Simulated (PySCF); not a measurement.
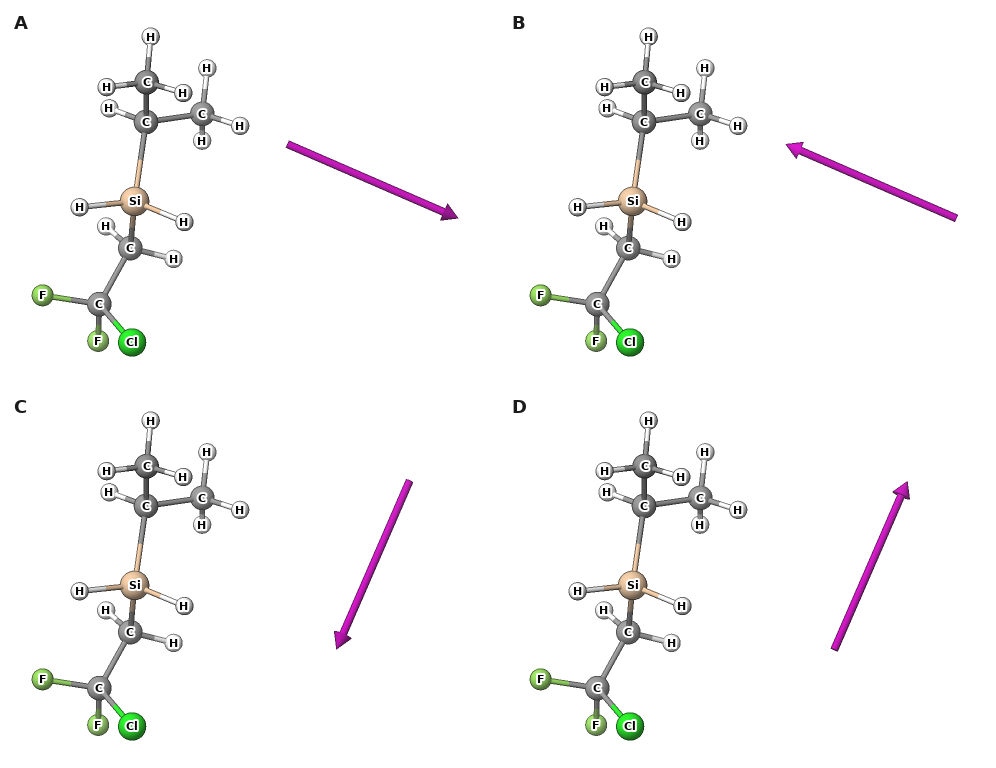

The same molecule four times, each with an arrow. The geometry was computed by an optimisation with GFN2-xTB. No frequency run is at hand to confirm it as a minimum. Properties computed with PBE0/pcSseg-1, gas phase (PySCF 2.14.0).

> Which arrow points along the dipole moment, from the negative to the positive end?

D. The dipole moment is 2.91 D.

The geometry is semi-empirical. Around Si such bond lengths and angles can be off by a tenth of an ångström or more and by several degrees, and values that hang on the shape move with them.
